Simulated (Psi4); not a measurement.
# BrF (bromine fluoride) at CCSD(T)/jun-cc-pVDZ (sweep point 2)

What is the energy change on altering one bond length of BrF (bromine fluoride) at CCSD(T)/jun-cc-pVDZ (sweep point 2)? 

The calculation is run with Psi4 1.11.

## (1) The system as given

BrF: 2 atoms, total charge 0, spin state singlet. SMILES: `FBr`. The shape is that of a GFN2-xTB optimisation.

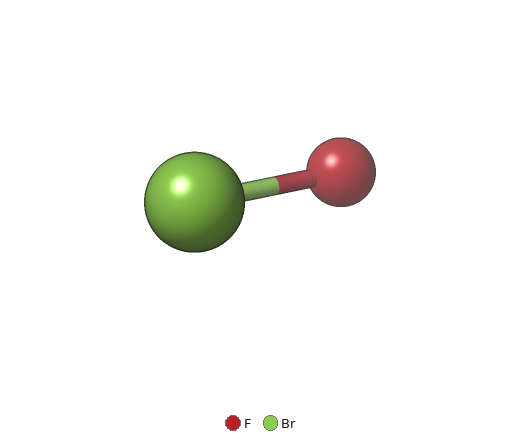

The structure, seen from a chosen angle (fluorine red, bromine green).

## (2) A single-point energy at CCSD(T)/jun-cc-pVDZ (sweep point 2)

Input file job.py:

```python
import psi4

psi4.set_memory('1600 MB')
psi4.set_num_threads(1)
psi4.core.set_output_file('run.log', False)

molecule = psi4.geometry("""
0 1
F      0.00000000     0.00000000     0.00000000
Br     0.00000000     0.00000000     3.40139364
units au
symmetry c1
""")

psi4.set_options({
    'basis': 'jun-cc-pVDZ',
    'puream': True,
    'scf_type': 'pk',
    'num_frozen_docc': 10,
})

e = psi4.energy("ccsd(t)")
print(f'total energy {e:.8f} hartree = {e * 27.211386:.5f} eV')
for k, v in sorted(psi4.core.scalar_variables().items()):
    print(f'{k:45s} {v:18.10f}')
```

The run is started by

```
python job.py
```

run.log:

```text
[...]
  Running in c1 symmetry.
[...]
  Nuclear repulsion =   92.609098898650259
[...]
  Multiplicity = 1
[...]
  Nalpha       = 22
  Nbeta        = 22
[...]
    Number of basis functions: 49
[...]
   @RHF iter   1: -2671.70169622664253   -2.00746e+00   8.76130e-03 DIIS/ADIIS
[...]
   @RHF iter  10: -2671.75481980042287   -4.22915e-11   7.18027e-09 DIIS
[...]
    Orbital Energies [Eh]
    ---------------------
    Doubly Occupied:
       1A   -490.172206     2A    -65.305357     3A    -58.663452
       4A    -58.660310     5A    -58.660310     6A    -26.346191
       7A     -9.950469     8A     -7.567558     9A     -7.551132
      10A     -7.551132    11A     -3.306663    12A     -3.298701
      13A     -3.298701    14A     -3.278765    15A     -3.278765
      16A     -1.602557    17A     -1.040942    18A     -0.691308
      19A     -0.691308    20A     -0.656113    21A     -0.462183
      22A     -0.462183
[...]
  @RHF Final Energy: -2671.75481980042287
   => Energetics <=
    Nuclear Repulsion Energy =             92.6090988986502595
    One-Electron Energy =               -3903.7352254255879416
    Two-Electron Energy =                1139.3713067265152858
    Total Energy =                      -2671.7548198004224105
[...]
 Multipole Moments:
 ------------------------------------------------------------------------------------
     Multipole            Electronic (a.u.)      Nuclear  (a.u.)        Total (a.u.)
 ------------------------------------------------------------------------------------
 L = 1.  Multiply by 2.5417464519 to convert [e a0] to [Debye]
 Dipole X            :          0.0000000            0.0000000            0.0000000
 Dipole Y            :         -0.0000000            0.0000000           -0.0000000
 Dipole Z            :          2.4155919           -1.5743408            0.8412511
 Magnitude           :                                                    0.8412511
[...]
      * MP2 total energy                      = -2672.083371215982424
[...]
      * CCSD total energy                     = -2672.094949895390073
[...]
      * CCSD(T) total energy                  = -2672.102875493960255
```

On the terminal:

```text
total energy -2672.10287549 hartree = -72711.62278 eV
(T) CORRECTION ENERGY                              -0.0079255986
CC D1 DIAGNOSTIC                                    0.0411623589
CC D2 DIAGNOSTIC                                    0.1846258491
CC NEW D1 DIAGNOSTIC                                0.0411623589
CC T1 DIAGNOSTIC                                    0.0110411553
CCSD CORRELATION ENERGY                            -0.3401300950
CCSD DOUBLES ENERGY                                -0.3401300950
CCSD ITERATIONS                                    15.0000000000
CCSD OPPOSITE-SPIN CORRELATION ENERGY              -0.2608702812
CCSD SAME-SPIN CORRELATION ENERGY                  -0.0792598138
CCSD SINGLES ENERGY                                 0.0000000000
CCSD TOTAL ENERGY                               -2672.0949498954
CCSD(T) CORRELATION ENERGY                         -0.3480556935
CCSD(T) TOTAL ENERGY                            -2672.1028754940
CURRENT CORRELATION ENERGY                         -0.3480556935
CURRENT ENERGY                                  -2672.1028754940
CURRENT REFERENCE ENERGY                        -2671.7548198004
DD SOLVATION ENERGY                                 0.0000000000
HF KINETIC ENERGY                                2670.6037744525
HF POTENTIAL ENERGY                             -5342.3585942529
HF TOTAL ENERGY                                 -2671.7548198004
HF VIRIAL RATIO                                     2.0004310057
MP2 CORRELATION ENERGY                             -0.3285514156
MP2 DOUBLES ENERGY                                 -0.3285514156
MP2 OPPOSITE-SPIN CORRELATION ENERGY               -0.2394915472
MP2 SAME-SPIN CORRELATION ENERGY                   -0.0890598684
MP2 SINGLES ENERGY                                 -0.0000000000
MP2 TOTAL ENERGY                                -2672.0833712160
NUCLEAR REPULSION ENERGY                           92.6090988987
ONE-ELECTRON ENERGY                             -3903.7352254256
PCM POLARIZATION ENERGY                             0.0000000000
PE ENERGY                                           0.0000000000
SCF ITERATION ENERGY                            -2671.7548198004
SCF ITERATIONS                                     10.0000000000
SCF TOTAL ENERGY                                -2671.7548198004
TWO-ELECTRON ENERGY                              1139.3713067265
```

Run time: 18 s. Hardware: 1 thread of Intel Xeon Platinum 8375C at 2.90GHz (Ice Lake), shared host; peak memory 0.39 GiB.

## (3) The distorted shape, same level

Input file brf.py:

```python
import psi4

psi4.set_memory(1600000000)
psi4.set_num_threads(1)
psi4.core.set_output_file('psi4.out', False)

mol = psi4.geometry("""
F      0.00000000     0.00000000    -0.68022582
Br     0.00000000     0.00000000     3.40139364
units au
symmetry c1
""")

options = {'basis': 'jun-cc-pVDZ', 'puream': True, 'scf_type': 'pk', 'num_frozen_docc': 10}
psi4.set_options(options)

e, wfn = psi4.energy("ccsd(t)", return_wfn=True)
print(f'ccsd(t) energy: {e:.10f} Eh')
```

The run is started by

```
python brf.py
```

psi4.out:

```text
[...]
  Running in c1 symmetry.
[...]
  Nuclear repulsion =   77.175249453558820
[...]
  Multiplicity = 1
[...]
  Nalpha       = 22
  Nbeta        = 22
[...]
    Number of basis functions: 49
[...]
   @RHF iter   1: -2671.65216216430008   -2.28856e+00   8.71225e-03 ADIIS/DIIS
[...]
   @RHF iter  11: -2671.70462613475638   -3.18323e-12   1.53845e-09 DIIS
[...]
    Orbital Energies [Eh]
    ---------------------
    Doubly Occupied:
       1A   -490.200974     2A    -65.332722     3A    -58.691071
       4A    -58.687682     5A    -58.687682     6A    -26.329903
       7A     -9.974604     8A     -7.591458     9A     -7.574876
      10A     -7.574876    11A     -3.330089    12A     -3.322899
      13A     -3.322899    14A     -3.302226    15A     -3.302226
      16A     -1.530132    17A     -1.050611    18A     -0.640295
      19A     -0.640295    20A     -0.571862    21A     -0.489615
      22A     -0.489615
[...]
  @RHF Final Energy: -2671.70462613475638
   => Energetics <=
    Nuclear Repulsion Energy =             77.1752494535588198
    One-Electron Energy =               -3872.4825260422603606
    Two-Electron Energy =                1123.6026504539449888
    Total Energy =                      -2671.7046261347563814
[...]
 Multipole Moments:
 ------------------------------------------------------------------------------------
     Multipole            Electronic (a.u.)      Nuclear  (a.u.)        Total (a.u.)
 ------------------------------------------------------------------------------------
 L = 1.  Multiply by 2.5417464519 to convert [e a0] to [Debye]
 Dipole X            :          0.0000000            0.0000000            0.0000000
 Dipole Y            :         -0.0000000            0.0000000           -0.0000000
 Dipole Z            :          3.2078819           -1.8891844            1.3186975
 Magnitude           :                                                    1.3186975
[...]
      * MP2 total energy                      = -2672.053755808894948
[...]
      * CCSD total energy                     = -2672.065701880695087
[...]
      * CCSD(T) total energy                  = -2672.078535085352996
```

Standard output:

```text
ccsd(t) energy: -2672.0785350854 Eh
```

It took 17 s on 1 thread of Intel Xeon Platinum 8375C at 2.90GHz (Ice Lake), shared host; peak memory 0.39 GiB.

## (4) Outcome

At CCSD(T)/jun-cc-pVDZ (sweep point 2), 10 core orbitals frozen:

| quantity | value |
| --- | --- |
| first shape: total energy | -2672.10288 Eh |
| first shape: HOMO energy (Hartree–Fock orbitals) | -12.58 eV |
| first shape: LUMO energy (Hartree–Fock orbitals) | -0.04 eV |
| first shape: HOMO–LUMO gap (Hartree–Fock orbitals) | 12.54 eV |
| first shape: correlation energy (10 core orbitals frozen) | -348.1 mEh |
| first shape: (T) correction | -7.93 mEh |
| first shape: T1 diagnostic | 0.011 |
| distorted shape: total energy | -2672.07854 Eh |
| distorted shape: HOMO energy (Hartree–Fock orbitals) | -13.32 eV |
| distorted shape: LUMO energy (Hartree–Fock orbitals) | -2.41 eV |
| distorted shape: HOMO–LUMO gap (Hartree–Fock orbitals) | 10.91 eV |
| distorted shape: correlation energy (10 core orbitals frozen) | -373.9 mEh |
| distorted shape: (T) correction | -12.83 mEh |
| distorted shape: T1 diagnostic | 0.019 |
| energy change with the F1–Br2 bond stretched from 1.800 to 2.160 Å | 0.662 eV |

What this shows: With the F1–Br2 bond stretched from 1.800 to 2.160 Å the energy rises by 0.66 eV (63.9 kJ/mol). The first shape isn't relaxed at this level, so the change isn't measured from a minimum. The triples (first shape) make up 2.3 % of the correlation energy. The triples (distorted shape) make up 3.4 % of the correlation energy.
